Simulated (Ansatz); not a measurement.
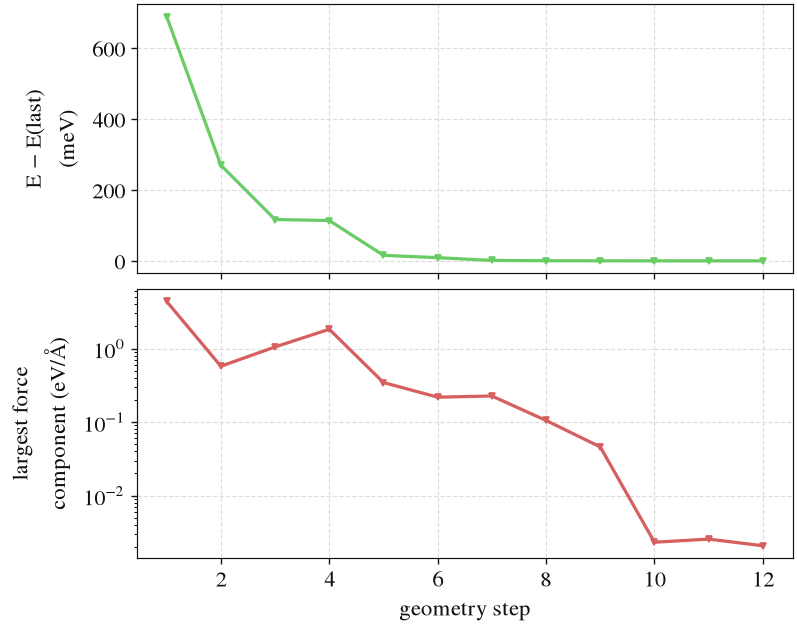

History of a geometry optimisation.

```
crystal:
  periodic: [false, false, false]
  atoms:
    - {symbol: Al, position_ang: [-0.719930, -0.307457, -0.371423]}
    - {symbol: H, position_ang: [0.254863, 1.290951, -0.974452]}
    - {symbol: H, position_ang: [-0.589209, -1.263147, -1.650737]}
    - {symbol: H, position_ang: [-2.129273, 0.319320, 0.058849]}
    - {symbol: H, position_ang: [0.556867, 0.997469, -0.427693]}
    - {symbol: N, position_ang: [0.643879, -0.262918, 0.828248]}
    - {symbol: H, position_ang: [1.452664, -0.861406, 0.766421]}
    - {symbol: H, position_ang: [0.530140, 0.087087, 1.770787]}
basis:
  gaussian: {orbitals: def2-TZVP}
hamiltonian: {xc: pbe0, dispersion: d4}
relax: {f_tol: 0.005, max_steps: 200}
```

Run as:
```bash
ansatz run in.yaml --threads 2 --pin off --events-out ev --progress --plain --max-ram 4352MiB
```

### How did the optimisation end?

The optimisation met its thresholds at geometry 12, counting the start as the first. The energy fell by about 690 meV from the first step to the last. The largest force component goes from about 4.4 eV/Å at the start to 2.1 × 10⁻³ eV/Å at the end.

### By which step was nine tenths of the energy gained?

By step 5 of 12.
